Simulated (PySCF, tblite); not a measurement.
# C17H19N2+: electronic excitations, NMR shifts, part 2 of 2

tblite 0.8.0 and PySCF 2.14.0. Atoms count from 0. The steps go on from the part before.

## (5) NMR shifts: GIAO KT2/pcSseg-1

The job: settings as JSON, then the geometry in Å.

```
{"job": {"kind": "nmr", "basis": "pcSseg-1", "pop": false, "xc": "KT2"}, "charge": 1, "multiplicity": 1}
C      0.116586    -1.098792    -1.777532
N      0.741364    -0.384231    -0.681231
C      2.040689    -0.661309    -0.392491
C      2.674549    -1.855459    -0.777586
C      3.977914    -2.083997    -0.418928
C      4.729709    -1.119406     0.280574
C      4.166466     0.074577     0.620145
C      2.816534     0.340682     0.285761
N      2.317155     1.551619     0.456401
C      1.029703     1.764959     0.275698
C      0.536413     3.084092     0.415824
C     -0.785899     3.319878     0.193773
C     -1.672187     2.237866     0.049737
C     -1.273610     0.916147    -0.020788
C     -2.316582    -0.173986     0.265549
C     -3.344058     0.402321     1.261514
C     -3.099459    -0.625671    -0.978643
C     -1.674950    -1.372127     0.977632
C      0.128261     0.702785    -0.135991
H     -0.784586    -0.572821    -2.076866
H     -0.128718    -2.129224    -1.521147
H      0.808414    -1.113097    -2.622018
H      2.126643    -2.624437    -1.297030
H      4.438025    -3.027468    -0.669437
H      5.755245    -1.333458     0.536152
H      4.708040     0.841784     1.148587
H      1.234400     3.850166     0.709632
H     -1.183991     4.321457     0.231271
H     -2.725740     2.464873     0.047574
H     -2.854749     0.944703     2.067626
H     -4.060364     1.057683     0.774971
H     -3.906430    -0.416421     1.702601
H     -3.305984     0.217897    -1.633612
H     -4.052378    -1.043777    -0.664426
H     -2.587229    -1.398785    -1.542684
H     -0.933011    -1.893367     0.385943
H     -1.210579    -1.050011     1.907632
H     -2.451810    -2.091253     1.223740
```

With the program's defaults for keys left out, this is: GIAO KT2/pcSseg-1 NMR shielding, non-relativistic, gas phase.

Output:

```text
start: PBE on a coarse grid of 30344 points
cycle   1  E = -767.0553488967  dE =  3.068e+00  |g| = 9.197e-01  |ddm| = 6.332e+00
cycle   2  E = -765.9181650326  dE =  1.137e+00  |g| = 2.255e+00  |ddm| = 3.622e+00
cycle   3  E = -767.1989183256  dE = -1.281e+00  |g| = 5.360e-01  |ddm| = 3.023e+00
cycle   4  E = -767.2688236307  dE = -6.991e-02  |g| = 1.975e-01  |ddm| = 8.209e-01
cycle   5  E = -767.2733342574  dE = -4.511e-03  |g| = 1.554e-01  |ddm| = 4.077e-01
cycle   6  E = -767.2795438231  dE = -6.210e-03  |g| = 4.361e-02  |ddm| = 2.021e-01
cycle   7  E = -767.2800048515  dE = -4.610e-04  |g| = 1.581e-02  |ddm| = 5.767e-02
cycle   8  E = -767.2800691668  dE = -6.432e-05  |g| = 3.982e-03  |ddm| = 1.955e-02
final grid: 277496 points
cycle   9  E = -782.0996024279  dE = -4.385e-02  |g| = 6.732e-02  |ddm| = 7.591e-01
cycle  10  E = -782.0944872354  dE =  5.115e-03  |g| = 1.571e-01  |ddm| = 2.229e-01
cycle  11  E = -782.1002407349  dE = -5.753e-03  |g| = 4.279e-02  |ddm| = 1.897e-01
cycle  12  E = -782.1007197039  dE = -4.790e-04  |g| = 1.242e-02  |ddm| = 6.717e-02
cycle  13  E = -782.1007536120  dE = -3.391e-05  |g| = 5.289e-03  |ddm| = 2.196e-02
cycle  14  E = -782.1007593829  dE = -5.771e-06  |g| = 2.668e-03  |ddm| = 8.648e-03
cycle  15  E = -782.1007618940  dE = -2.511e-06  |g| = 4.790e-04  |ddm| = 3.194e-03
cycle  16  E = -782.1007609246  dE =  9.694e-07  |g| = 1.952e-04  |ddm| = 8.185e-04
cycle  17  E = -782.1007603233  dE =  6.013e-07  |g| = 7.040e-05  |ddm| = 3.163e-04
converged SCF energy = -782.1007603233

GIAO shielding tensors (ppm)
atom      isotropic    diamagn.    paramagn.     s11        s22        s33       span
  0 C      135.468     253.450    -117.982    109.876    125.901    170.625     60.749
  1 N       82.016     340.661    -258.645    -12.115     51.009    207.155    219.270
  2 C       62.240     254.848    -192.608     -0.093     23.945    162.869    162.962
  3 C       74.445     253.940    -179.494     -7.401     58.026    172.711    180.111
  4 C       47.174     253.152    -205.979    -55.477     21.782    175.215    230.692
  5 C       55.815     256.041    -200.227    -45.739     37.616    175.567    221.306
  6 C       53.932     249.355    -195.423    -37.696     40.505    158.987    196.683
  7 C       48.520     259.864    -211.345    -11.295      0.343    156.511    167.807
  8 N     -112.313     333.501    -445.814   -484.133   -121.508    268.703    752.837
  9 C       47.679     260.004    -212.325     -9.859     -2.998    155.895    165.754
 10 C       56.706     254.145    -197.439    -30.087     46.010    154.196    184.283
 11 C       56.104     257.444    -201.340    -45.669     40.421    173.561    219.229
 12 C       45.576     253.008    -207.433    -53.884     21.877    168.734    222.618
 13 C       42.522     263.156    -220.633    -29.559      3.706    153.419    182.978
 14 C      142.060     245.601    -103.541    130.534    141.187    154.460     23.926
 15 C      145.035     251.358    -106.323    115.767    139.987    179.351     63.583
 16 C      152.945     248.777     -95.832    133.075    142.231    183.531     50.456
 17 C      153.763     254.249    -100.485    134.504    146.302    180.484     45.980
 18 C       58.516     260.021    -201.505    -11.902     25.558    161.891    173.793
 19 H       26.815      34.833      -8.017     20.484     28.391     31.571     11.087
 20 H       26.305      34.100      -7.795     20.592     27.202     31.121     10.529
 21 H       27.543      31.182      -3.639     21.310     26.585     34.734     13.424
 22 H       23.513      33.489      -9.976     16.764     23.961     29.815     13.051
 23 H       22.913      27.702      -4.789     18.590     23.402     26.747      8.157
 24 H       23.069      25.805      -2.736     18.919     24.427     25.860      6.941
 25 H       22.674      28.955      -6.281     17.710     23.808     26.503      8.793
 26 H       23.109      30.848      -7.739     17.854     25.166     26.309      8.455
 27 H       23.220      29.118      -5.898     19.002     24.616     26.042      7.040
 28 H       22.721      35.947     -13.226     17.891     20.718     29.554     11.663
 29 H       30.695      33.135      -2.441     26.012     29.911     36.161     10.149
 30 H       29.306      32.490      -3.184     24.832     27.734     35.352     10.520
 31 H       30.025      30.756      -0.732     25.257     28.422     36.395     11.138
 32 H       29.467      31.883      -2.416     25.658     27.899     34.845      9.187
 33 H       29.528      30.389      -0.862     25.136     27.649     35.799     10.663
 34 H       29.391      32.391      -3.000     23.932     30.267     33.974     10.043
 35 H       29.849      38.240      -8.390     22.694     30.679     36.176     13.482
 36 H       30.873      35.479      -4.606     26.872     30.465     35.283      8.411
 37 H       30.015      33.612      -3.597     24.985     28.596     36.463     11.478
```

Run time: 76 s. Hardware: 1 thread of AMD EPYC 7R13, shared host; peak memory 0.66 GiB.

The references, computed at this level on geometries of the same kind, shield at (ppm): 1H TMS 31.62, 13C TMS 185.6, 15N NH3 266.5. Their shielding less the atom's gives the shift. The references are single molecules in the gas phase, so shifts against H2O, NH3, PH3, H3PO4 or CFCl3 are not on the usual liquid scales and can be off by tens of ppm. Atoms listed in one row are averaged.

| atoms | environment | σ (ppm) | δ (ppm) |
| --- | --- | --- | --- |
| C13 | substituted aromatic carbon | 42.5 | 143.1 |
| C12 | aromatic CH | 45.6 | 140.0 |
| C4 | aromatic CH | 47.2 | 138.4 |
| C9 | ring-fusion aromatic carbon | 47.7 | 137.9 |
| C7 | ring-fusion aromatic carbon | 48.5 | 137.1 |
| C6 | aromatic CH | 53.9 | 131.7 |
| C5 | aromatic CH | 55.8 | 129.8 |
| C11 | aromatic CH | 56.1 | 129.5 |
| C10 | aromatic CH | 56.7 | 128.9 |
| C18 | ring-fusion aromatic carbon | 58.5 | 127.1 |
| C2 | ring-fusion aromatic carbon | 62.2 | 123.4 |
| C3 | aromatic CH | 74.4 | 111.2 |
| C0 | methyl carbon bonded to N | 135.5 | 50.1 |
| C14 | quaternary sp3 carbon on an aromatic ring | 142.1 | 43.5 |
| C15, C16, C17 | methyl carbon | 150.6 | 35.0 |
| H25 | hydrogen on an aromatic CH | 22.67 | 8.95 |
| H28 | hydrogen on an aromatic CH | 22.72 | 8.90 |
| H23 | hydrogen on an aromatic CH | 22.91 | 8.71 |
| H24 | hydrogen on an aromatic CH | 23.07 | 8.55 |
| H26 | hydrogen on an aromatic CH | 23.11 | 8.51 |
| H27 | hydrogen on an aromatic CH | 23.22 | 8.40 |
| H22 | hydrogen on an aromatic CH | 23.51 | 8.11 |
| H19, H20, H21 | hydrogen on a methyl carbon bonded to N | 26.89 | 4.74 |
| H29, H30, H31, H32, H33 and 4 more | hydrogen on a methyl carbon | 29.91 | 1.72 |
| N8 | pyridine-type ring nitrogen | -112.3 | 378.8 |
| N1 | cationic ring nitrogen | 82.0 | 184.5 |

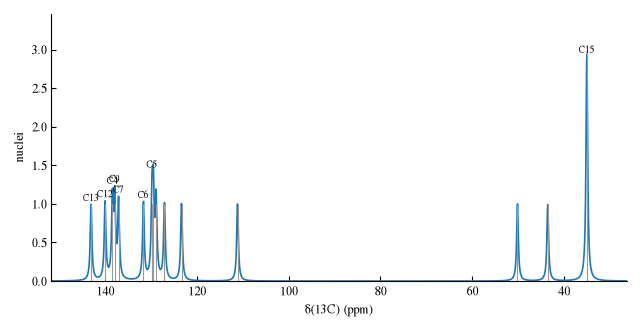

13C lines at the computed shifts, without couplings. Lines are broadened to a width of 0.43 ppm (Lorentzian).

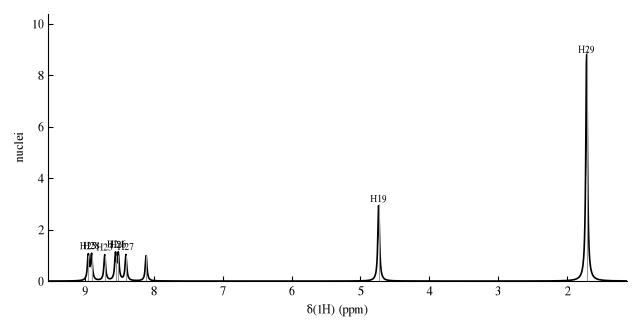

1H lines at the computed shifts, without couplings. Lines are broadened to a width of 0.03 ppm (Lorentzian).

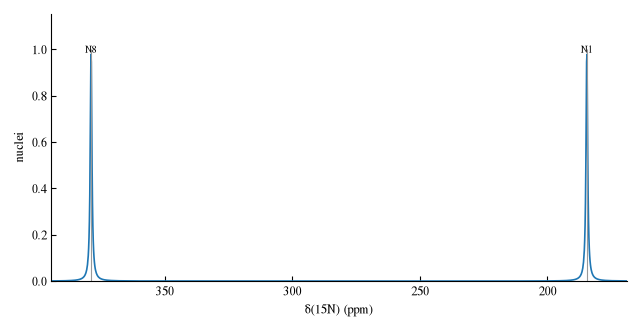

15N lines at the computed shifts, without couplings. Lines are broadened to a width of 0.78 ppm (Lorentzian).

Ring of atoms N1, C2, C7, N8, C9, C18: NICS(0) -8.4, NICS(1) -11.1, NICS(1)zz -25.6 ppm (means of both faces; NICS(1) differs between them: -12.4 and -9.8).

The two faces differ (NICS(1)zz -28.6 and -22.6 ppm).

Ring of atoms C2, C3, C4, C5, C6, C7: NICS(0) -7.8, NICS(1) -10.6, NICS(1)zz -25.3 ppm (means of both faces).

Ring of atoms C9, C10, C11, C12, C13, C18: NICS(0) -7.1, NICS(1) -10.2, NICS(1)zz -23.6 ppm (means of both faces).

## (6) Summary of results

The summary covers parts 1 to 2.

```
                                                             quantity                                                                                                        value
                            strongest single infrared mode (GFN2-xTB)                                                                                         1384 cm⁻¹, 59 km/mol
                                         zero-point energy (GFN2-xTB)                                                                                               197.7 kcal/mol
                                      lowest singlet (wB97X-D/6-31G*)                                                                                  2.94 eV (422 nm), f = 0.050
                             brightest single state of those computed                                                                                  state 5, 5.33 eV, f = 0.928
                                                       lowest triplet                                                                                                      1.87 eV
                                    vertical electron affinity (ΔSCF)                                                                                                      5.55 eV
                                13C shifts against TMS (KT2/pcSseg-1)  143.1, 140.0, 138.4, 137.9, 137.1, 131.7, 129.8, 129.5, 128.9, 127.1, 123.4, 111.2, 50.1, 43.5 ppm and more
1H shifts against TMS (KT2/pcSseg-1, means over atoms taken as alike)                                                     8.95, 8.90, 8.71, 8.55, 8.51, 8.40, 8.11, 4.74, 1.72 ppm
                                15N shifts against NH3 (KT2/pcSseg-1)                                                                                             378.8, 184.5 ppm
```

No mode is imaginary among the 108: a minimum at this level. The strongest single mode, at 1384 cm⁻¹, is spread over several atoms, C7, C6, C2, C3 among them. Unscaled tight-binding wavenumbers are off by several per cent, some by more. Its intensities can rank the bands wrongly. The lowest singlet, at 2.94 eV, is HOMO→LUMO 0.81, HOMO−3→LUMO 0.13 and is weak; of the 8 states computed, the strongest absorption comes from state 5 at 5.33 eV. State 1 absorbs in the visible (422 nm). The lowest triplet lies 1.06 eV below the lowest singlet. By nearest atom (wB97X-D/6-31G*), the HOMO sits on C10, C13 about 15 % each; N1 9 % and the LUMO on N8 20 %; N1 12 %. At KT2/pcSseg-1: The widest tensor belongs to N8: span 753 ppm, with a paramagnetic part of -446 ppm. NICS(1)zz of -25 ppm above the planar ring from C2 marks a diatropic (aromatic) ring current.
